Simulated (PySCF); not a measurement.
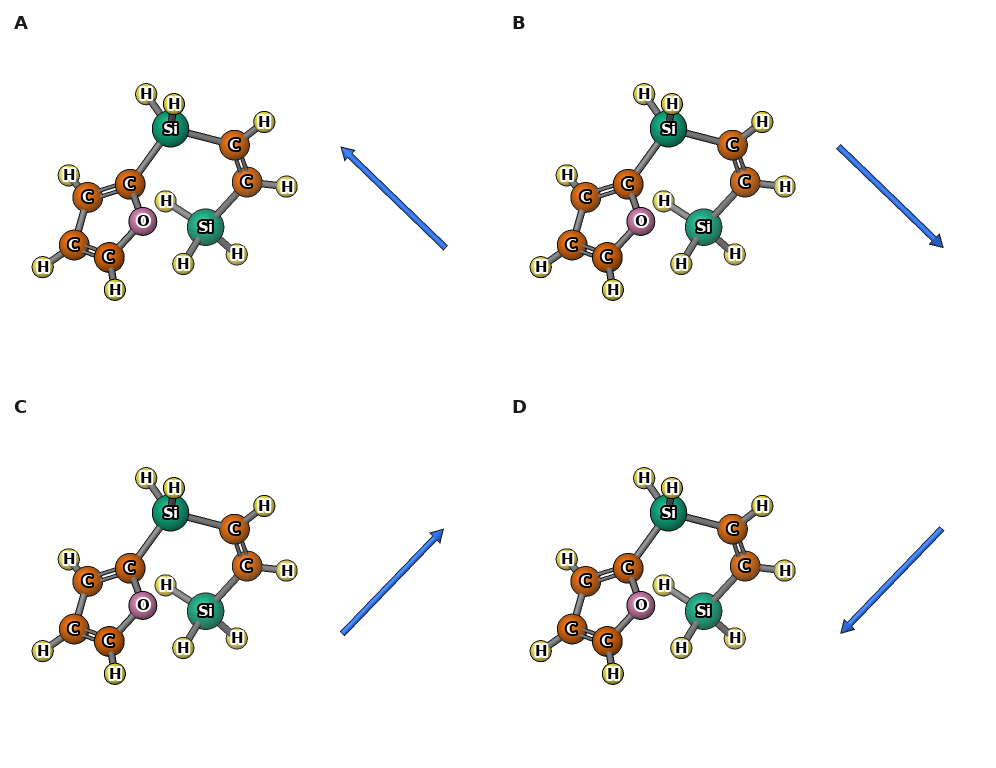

The same molecule four times, each with an arrow. Computed geometry: PBE0-D3(BJ)/def2-SVP optimisation. No frequency run is at hand to confirm it as a minimum. Level of theory: ωB97X-D/def2-SVPD, gas phase (PySCF 2.14.0).

**Which arrow points along the dipole moment, from the negative to the positive end?**

D. The dipole moment is 0.51 D.
